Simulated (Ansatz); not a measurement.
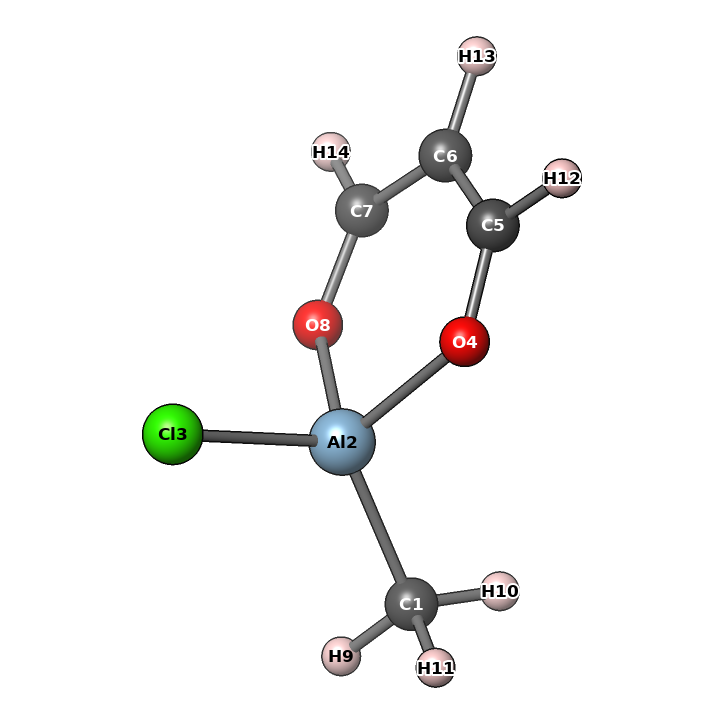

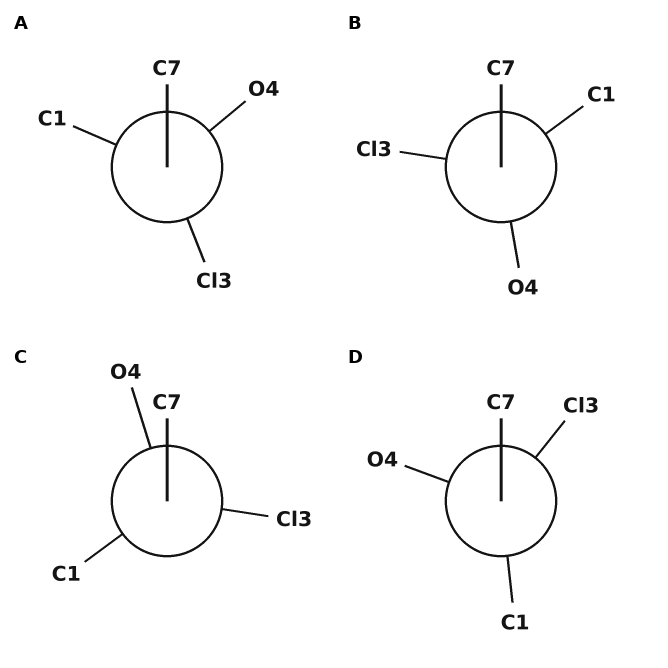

Depth is shown by fading: the farther an atom, the more it takes the colour of the background. Bonds that would overlap in a projection are set slightly apart. Computed geometry: PBE-D4/def2-SVP optimisation. No frequency run is at hand to confirm it as a minimum.

Question: Which Newman projection shows the view along O8–Al2, with O8 in front?

Answer: C. The torsion angle C7–O8–Al2–Cl3 is 99°, about perpendicular.
